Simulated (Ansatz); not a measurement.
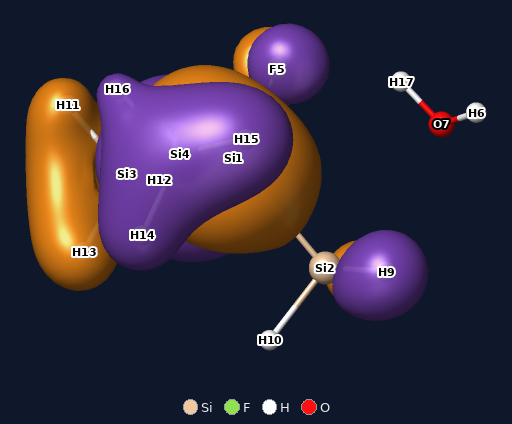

The picture shows: FH9Si4···H2O. The HOMO−1 at ±0.06 Å⁻³ᐟ² (orange and purple are the two phases), seen from one side.

The reactant side of a reaction path; geometry: PBE0-D4/def2-TZVP; a saddle point, not a minimum.

All numbers below come from RKS PBE0-D4/def2-TZVPP in Ansatz.

Input

```
crystal:
  periodic: [false, false, false]
  atoms:
    - {symbol: Si, position_ang: [-0.244032, 0.336620, -0.193691]}
    - {symbol: Si, position_ang: [1.275248, -1.368711, 0.330883]}
    - {symbol: Si, position_ang: [-0.545829, 0.426250, -2.517350]}
    - {symbol: Si, position_ang: [-2.295671, -0.102785, 0.853964]}
    - {symbol: F, position_ang: [0.265604, 1.808781, 0.304402]}
    - {symbol: H, position_ang: [2.481891, 0.998949, 2.700321]}
    - {symbol: O, position_ang: [2.559806, 0.982135, 1.743996]}
    - {symbol: H, position_ang: [2.623254, -1.144563, -0.242016]}
    - {symbol: H, position_ang: [1.331402, -1.677784, 1.780852]}
    - {symbol: H, position_ang: [0.667703, -2.550067, -0.356363]}
    - {symbol: H, position_ang: [-1.504009, 1.501969, -2.888536]}
    - {symbol: H, position_ang: [0.744034, 0.661847, -3.219373]}
    - {symbol: H, position_ang: [-1.100784, -0.885349, -2.949591]}
    - {symbol: H, position_ang: [-2.745242, -1.455092, 0.425032]}
    - {symbol: H, position_ang: [-2.144885, -0.092230, 2.334399]}
    - {symbol: H, position_ang: [-3.329741, 0.894855, 0.468501]}
    - {symbol: H, position_ang: [1.961151, 1.665374, 1.424571]}
basis:
  gaussian: {orbitals: def2-TZVPP}
hamiltonian: {xc: pbe0, dispersion: d4}
output: {orbitals: {seedname: orbitals}}
```

Command:

```sh
ansatz run in.yaml --threads 4 --pin off --events-out ev --progress --plain --max-ram 41984MiB --backend cuda --devices 0, --max-vram 37GiB
```

Describe this orbital and give its energy.

Its weight (Hirshfeld) is mainly on Si1 (about 30 %), Si3 (about 25 %) and Si4 (about 20 %). Its energy is −7.87 eV.
